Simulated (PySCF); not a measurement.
C4H5FO, SMILES `F.c1ccoc1`.

Level of theory: PBE/def2-SVP (PySCF), at a geometry from GFN2-xTB. The pair's geometry is semi-empirical, so its contact may be too short or too long. Without diffuse functions Rydberg states are missing, so the states' numbers hold for this basis only.

Cartesian coordinates (Å):

```
F1      -2.5090    0.0310    0.5376
H2      -1.6919    0.0074    0.0555
C3       0.4032    1.1025   -0.4762
C4      -0.1313   -0.1029   -1.0097
C5       0.4732   -1.1131   -0.3162
O6       1.3167   -0.6169    0.5959
C7       1.2728    0.7206    0.4973
H8       0.1647    2.1012   -0.7775
H9      -0.8077   -0.2011   -1.8367
H10      0.3790   -2.1789   -0.3793
H11      1.8955    1.2855    1.1615
```

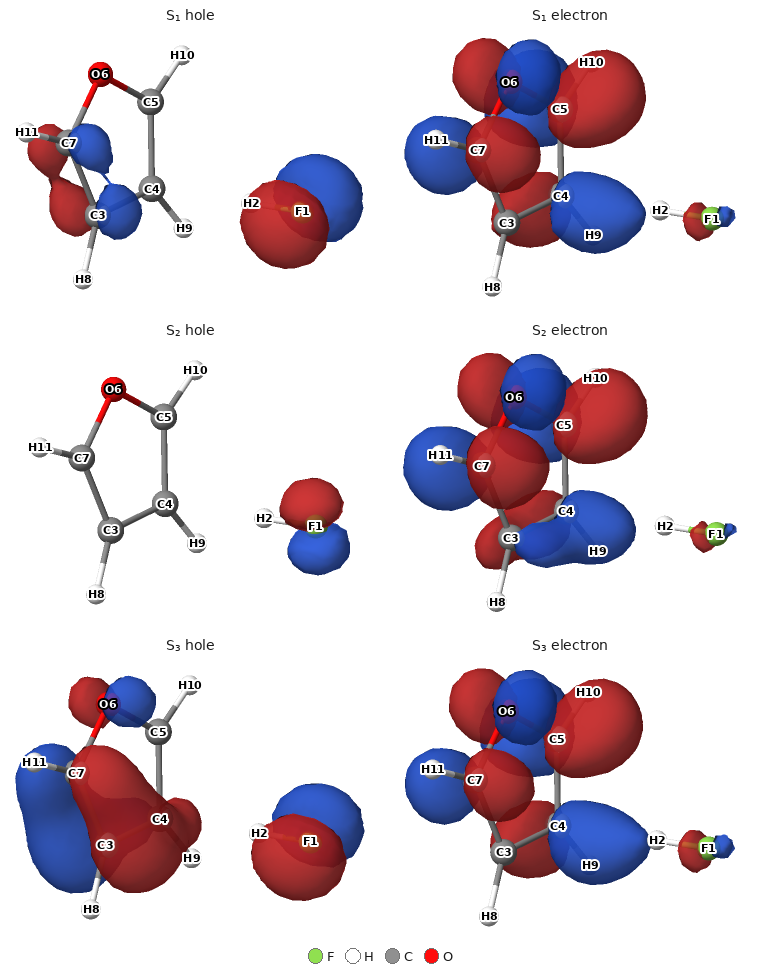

Leading natural transition orbitals (TDA singlet states).

Describe these excited states.

Answer. By state:
- S₁: 6.39 eV (194 nm), f = 0.026; the leading pair carries 91 %; hole on F1 (66 %) and C3 and C7 (9 % each), electron on C5 (29 %), O6 (17 %) and C4 and C7 (16 % each); their centroids lie 2.2 Å apart; S₂ lies within 0.1 eV of it.
- S₂: 6.46 eV (192 nm), f = 0.005, charge transfer, whose energy this functional puts too low; the leading pair carries 100 %; hole on F1 (93 %) and H2 (5 %), electron on C5 (28 %), C7 (20 %) and O6 (20 %); their centroids lie 3.2 Å apart; S₁ and S₃ lie within 0.1 eV of it.
- S₃: 6.56 eV (189 nm), f = 0.010; the leading pair carries 69 %; hole on F1 (29 %), C3 (20 %) and C7 (16 %), electron on C5 (24 %), C4 and C7 (17 % each) and C3 (14 %) (shares are of the whole state, not of the leading pair alone); their centroids lie 0.9 Å apart; S₂ lies within 0.1 eV of it.
